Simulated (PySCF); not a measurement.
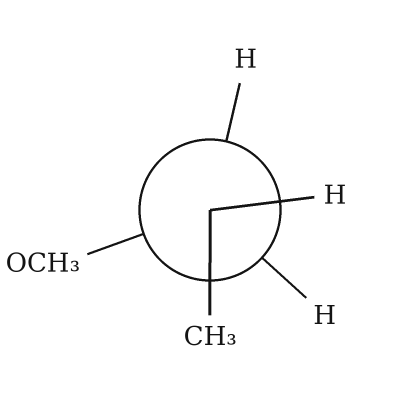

A Newman projection along the P–C bond, phosphorus in front; angles are drawn as computed, but eclipsed bonds slightly apart. The computed structure is the end point of a GFN2-xTB optimisation. No frequency run is at hand to confirm it as a minimum.

**Which molecule is it?**

C3H9OP, COCPC

**What is the torsion angle from the front CH3 to the back OCH3? The sign is positive where the front bond must turn clockwise to cover the back bond.**

70°, synclinal (gauche).
